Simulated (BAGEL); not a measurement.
# singlet C2H5Ge+ at 4 levels

We compute a comparison of 4 runs (HF/STO-3G, HF/cc-pVDZ, B3LYP/6-31G*, RI-MP2/cc-pVDZ) of singlet C2H5Ge+. 

The calculation is run with BAGEL 1.2.2.

3 further runs of the same task are left out: 2 that didn't finish, 1 set aside as unsound or not needed.

## Step 1: The molecule

The species is C2H5Ge+ (8 atoms), meant as a singlet with charge +1. SMILES of the parent species: `C=[CH][GeH2]`. Geometry: relaxed at PBE0-D4/def2-TZVP. This is one conformer, not always the lowest. That shape belongs to the parent species and isn't relaxed for this state.

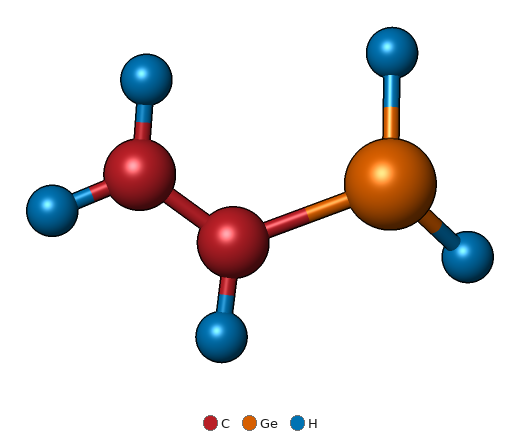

Viewed from a chosen angle; carbon red, germanium orange, hydrogen blue.

## Step 2: A single-point energy at HF/STO-3G (density fitting with qzvpp-jkfit) (run 1)

File calc.json:

```json
{ "bagel" : [

{
  "title" : "molecule",
  "basis" : "sto-3g",
  "df_basis" : "qzvpp-jkfit",
  "angstrom" : true,
  "geometry" : [
    { "atom" : "C", "xyz" : [   -0.562400,    1.104100,   -0.571700 ] },
    { "atom" : "C", "xyz" : [   -0.575500,    0.045900,    0.240700 ] },
    { "atom" : "Ge", "xyz" : [    0.997800,   -0.936200,    0.736800 ] },
    { "atom" : "H", "xyz" : [   -1.466900,    1.660800,   -0.800200 ] },
    { "atom" : "H", "xyz" : [    0.348900,    1.453200,   -1.048800 ] },
    { "atom" : "H", "xyz" : [   -1.514500,   -0.250800,    0.702400 ] },
    { "atom" : "H", "xyz" : [    2.146200,   -0.697600,   -0.264000 ] },
    { "atom" : "H", "xyz" : [    0.718400,   -2.436500,    0.948900 ] }
  ]
},
{
  "title" : "hf",
  "charge" : 1
},
{
  "title" : "print",
  "file" : "orbitals.molden",
  "orbitals" : true
}

]}
```

Launch:

```sh
$ BAGEL_NUM_THREADS=1 BAGEL calc.json > calc.out
```

The program printed:

```text
* using 1 threads per process

  ===============================================================
  ===============================================================

  *** Geometry ***

  { "atom" : "C", "xyz" : [     -1.062782,      2.086447,     -1.080356 ] },
  { "atom" : "C", "xyz" : [     -1.087537,      0.086738,      0.454857 ] },
  { "atom" : "Ge", "xyz" : [      1.885569,     -1.769162,      1.392350 ] },
  { "atom" : "H", "xyz" : [     -2.772039,      3.138457,     -1.512159 ] },
  { "atom" : "H", "xyz" : [      0.659325,      2.746150,     -1.981945 ] },
  { "atom" : "H", "xyz" : [     -2.861990,     -0.473943,      1.327344 ] },
  { "atom" : "H", "xyz" : [      4.055730,     -1.318273,     -0.498888 ] },
  { "atom" : "H", "xyz" : [      1.357579,     -4.604318,      1.793161 ] },

  Number of auxiliary basis functions:      506

  Since a DF basis is specified, we compute 2- and 3-index integrals:
    o Being stored without compression. Storage requirement is 0.004 GB

  Number of basis functions:       33
  Number of electrons      :       49

    * METHOD: MOLECULE                             0.20

  *** RHF ***

  === Nuclear Repulsion ===
   159.7792549113

      * DIIS with orbital gradients will be used.

  === RHF iteration (sto-3g) ===
      0      -2129.15913940          0.00721248           0.03
      1      -2129.18885981          0.00180201           0.03
      2      -2129.19074631          0.00067746           0.02
      3      -2129.19093913          0.00022779           0.02
      4      -2129.19096852          0.00006748           0.02
      5      -2129.19097260          0.00001163           0.02
      6      -2129.19097272          0.00000290           0.02
      7      -2129.19097273          0.00000119           0.02
      8      -2129.19097273          0.00000049           0.02
      9      -2129.19097273          0.00000011           0.02
     10      -2129.19097273          0.00000005           0.02
     11      -2129.19097273          0.00000002           0.02
     12      -2129.19097273          0.00000001           0.02
    * SCF iteration converged.

    * Permanent dipole moment:
           (   -0.402249,    -0.090966,    -0.409906) a.u.

    * METHOD: HF                                   0.42

    * METHOD: PRINT                                0.00

  ===============================================================
```

It took 0.77 s on 1 thread of Arm Neoverse V1, shared host; peak memory 0.083 GiB.

## Step 3: The energy at HF/cc-pVDZ (density fitting with qzvpp-jkfit) (run 2)

File job.json:

```json
{ "bagel": [

{
  "title": "molecule",
  "basis": "cc-pvdz.json",
  "df_basis": "qzvpp-jkfit",
  "angstrom": true,
  "geometry": [
    { "atom": "C", "xyz": [   -0.562400,    1.104100,   -0.571700 ] },
    { "atom": "C", "xyz": [   -0.575500,    0.045900,    0.240700 ] },
    { "atom": "Ge", "xyz": [    0.997800,   -0.936200,    0.736800 ] },
    { "atom": "H", "xyz": [   -1.466900,    1.660800,   -0.800200 ] },
    { "atom": "H", "xyz": [    0.348900,    1.453200,   -1.048800 ] },
    { "atom": "H", "xyz": [   -1.514500,   -0.250800,    0.702400 ] },
    { "atom": "H", "xyz": [    2.146200,   -0.697600,   -0.264000 ] },
    { "atom": "H", "xyz": [    0.718400,   -2.436500,    0.948900 ] }
  ]
},
{
  "title": "hf",
  "charge": 1
},
{
  "title": "print",
  "file": "orbitals.molden",
  "orbitals": true
}

]}
```

The basis set cc-pVDZ is read from a file made from the Basis Set Exchange's data (not shown).

Launch:

```sh
$ BAGEL_NUM_THREADS=1 BAGEL job.json > job.out
```

The program printed:

```text
* using 1 threads per process

  ===============================================================
  ===============================================================

  *** Geometry ***

  { "atom" : "C", "xyz" : [     -1.062782,      2.086447,     -1.080356 ] },
  { "atom" : "C", "xyz" : [     -1.087537,      0.086738,      0.454857 ] },
  { "atom" : "Ge", "xyz" : [      1.885569,     -1.769162,      1.392350 ] },
  { "atom" : "H", "xyz" : [     -2.772039,      3.138457,     -1.512159 ] },
  { "atom" : "H", "xyz" : [      0.659325,      2.746150,     -1.981945 ] },
  { "atom" : "H", "xyz" : [     -2.861990,     -0.473943,      1.327344 ] },
  { "atom" : "H", "xyz" : [      4.055730,     -1.318273,     -0.498888 ] },
  { "atom" : "H", "xyz" : [      1.357579,     -4.604318,      1.793161 ] },

  Number of auxiliary basis functions:      506

  Since a DF basis is specified, we compute 2- and 3-index integrals:
    o Being stored without compression. Storage requirement is 0.026 GB

  Number of basis functions:       80
  Number of electrons      :       49

    * METHOD: MOLECULE                             0.28

  *** RHF ***

  === Nuclear Repulsion ===
   159.7792549113

      * DIIS with orbital gradients will be used.

  === RHF iteration (cc-pvdz.json) ===
      0      -2153.52217698          0.01408159           0.07
      1      -2153.62935675          0.00694865           0.07
      2      -2153.65040446          0.00155613           0.07
      3      -2153.65222747          0.00030516           0.07
      4      -2153.65231841          0.00013009           0.07
      5      -2153.65234136          0.00004935           0.07
      6      -2153.65234379          0.00001694           0.06
      7      -2153.65234400          0.00000492           0.06
      8      -2153.65234404          0.00000184           0.06
      9      -2153.65234404          0.00000067           0.07
     10      -2153.65234404          0.00000032           0.07
     11      -2153.65234404          0.00000009           0.07
     12      -2153.65234404          0.00000004           0.07
     13      -2153.65234404          0.00000002           0.07
     14      -2153.65234404          0.00000001           0.07
    * SCF iteration converged.

    * Permanent dipole moment:
           (   -0.175701,    -0.270512,    -0.220447) a.u.

    * METHOD: HF                                   1.22

    * METHOD: PRINT                                0.02

  ===============================================================
```

Wall time 1.6 s (1 thread of Arm Neoverse V1, shared host); peak memory 0.12 GiB.

Run 3 isn't shown in full; the table further down has it.

## Step 4: A single-point energy at RI-MP2/cc-pVDZ (density fitting with qzvpp-jkfit) (run 4)

File input.json:

```json
{ "bagel": [

{
  "title": "molecule",
  "basis": "cc-pvdz.json",
  "df_basis": "qzvpp-jkfit",
  "angstrom": "true",
  "geometry": [
    { "atom": "C", "xyz": [      -0.562400,       1.104100,      -0.571700 ] },
    { "atom": "C", "xyz": [      -0.575500,       0.045900,       0.240700 ] },
    { "atom": "Ge", "xyz": [       0.997800,      -0.936200,       0.736800 ] },
    { "atom": "H", "xyz": [      -1.466900,       1.660800,      -0.800200 ] },
    { "atom": "H", "xyz": [       0.348900,       1.453200,      -1.048800 ] },
    { "atom": "H", "xyz": [      -1.514500,      -0.250800,       0.702400 ] },
    { "atom": "H", "xyz": [       2.146200,      -0.697600,      -0.264000 ] },
    { "atom": "H", "xyz": [       0.718400,      -2.436500,       0.948900 ] }
  ]
},

{ "title": "hf", "charge": 1 },

{ "title": "mp2", "charge": 1, "ncore": 11 }

]}
```

The basis set cc-pVDZ is read from a file made from the Basis Set Exchange's data (not shown).

Launch:

```sh
$ BAGEL_NUM_THREADS=1 BAGEL input.json > input.out
```

The program printed:

```text
* using 1 threads per process

  ===============================================================
  ===============================================================

  *** Geometry ***

  { "atom" : "C", "xyz" : [     -1.062782,      2.086447,     -1.080356 ] },
  { "atom" : "C", "xyz" : [     -1.087537,      0.086738,      0.454857 ] },
  { "atom" : "Ge", "xyz" : [      1.885569,     -1.769162,      1.392350 ] },
  { "atom" : "H", "xyz" : [     -2.772039,      3.138457,     -1.512159 ] },
  { "atom" : "H", "xyz" : [      0.659325,      2.746150,     -1.981945 ] },
  { "atom" : "H", "xyz" : [     -2.861990,     -0.473943,      1.327344 ] },
  { "atom" : "H", "xyz" : [      4.055730,     -1.318273,     -0.498888 ] },
  { "atom" : "H", "xyz" : [      1.357579,     -4.604318,      1.793161 ] },

  Number of auxiliary basis functions:      506

  Since a DF basis is specified, we compute 2- and 3-index integrals:
    o Being stored without compression. Storage requirement is 0.026 GB

  Number of basis functions:       80
  Number of electrons      :       49

    * METHOD: MOLECULE                             0.28

  *** RHF ***

  === Nuclear Repulsion ===
   159.7792549113

      * DIIS with orbital gradients will be used.

  === RHF iteration (cc-pvdz.json) ===
      0      -2153.52217698          0.01408159           0.08
      1      -2153.62935675          0.00694865           0.07
      2      -2153.65040446          0.00155613           0.07
      3      -2153.65222747          0.00030516           0.07
      4      -2153.65231841          0.00013009           0.08
      5      -2153.65234136          0.00004935           0.08
      6      -2153.65234379          0.00001694           0.07
      7      -2153.65234400          0.00000492           0.07
      8      -2153.65234404          0.00000184           0.07
      9      -2153.65234404          0.00000067           0.07
     10      -2153.65234404          0.00000032           0.07
     11      -2153.65234404          0.00000009           0.07
     12      -2153.65234404          0.00000004           0.07
     13      -2153.65234404          0.00000002           0.07
     14      -2153.65234404          0.00000001           0.07
    * SCF iteration converged.

    * Permanent dipole moment:
           (   -0.175701,    -0.270512,    -0.220447) a.u.

    * METHOD: HF                                   1.32

  *** RHF ***

  === Nuclear Repulsion ===
   159.7792549113

      * DIIS with orbital gradients will be used.

  === RHF iteration (cc-pvdz.json) ===
      0      -2153.65234404          0.00000000           0.07
    * SCF iteration converged.

    * Permanent dipole moment:
           (   -0.175701,    -0.270512,    -0.220447) a.u.

  === DF-MP2 calculation ===

    * freezing 11 orbitals
    * 3-index integral transformation done
    * assembly done

      MP2 correlation energy:   -0.3609022171      0.04

      MP2 total energy:       -2154.0132462592

    * METHOD: MP2                                  0.20

  ===============================================================
```

Wall time 1.9 s (1 thread of Arm Neoverse V1, shared host); peak memory 0.12 GiB.

## Step 5: Overview of the runs

```
run                                                                 level  frozen core orbitals   energy (Eh)  HOMO energy (eV)  LUMO energy (eV)  HOMO–LUMO gap (eV)  wall time
  1                          HF/STO-3G (density fitting with qzvpp-jkfit)                     –  -2129.190973            -14.92             -4.59               10.32     0.77 s
  2                         HF/cc-pVDZ (density fitting with qzvpp-jkfit)                     –  -2153.652344            -16.12             -6.49                9.63      1.6 s
  3  B3LYP/6-31G* (density fitting with qzvpp-jkfit, spherical functions)                     –  -2155.623362            -13.81            -10.01                3.80       12 s
  4                     RI-MP2/cc-pVDZ (density fitting with qzvpp-jkfit)                    11  -2154.013246                 –                 –                   –      1.9 s
```

## Step 6: Summary of results

| quantity | value |
| --- | --- |
| run 4: total energy | -2154.01325 Eh |
| run 4: correlation energy (11 core orbitals frozen) | -360.9 mEh |

**Reading.** Over runs 1, 2, 3 the HOMO–LUMO gap runs from 3.80 eV (B3LYP/6-31G*) to 10.32 eV (HF/STO-3G). The two ends differ in method and basis. In run 1 the basis is minimal, so the values are rough. All runs together took 16 s, the longest 12 s.
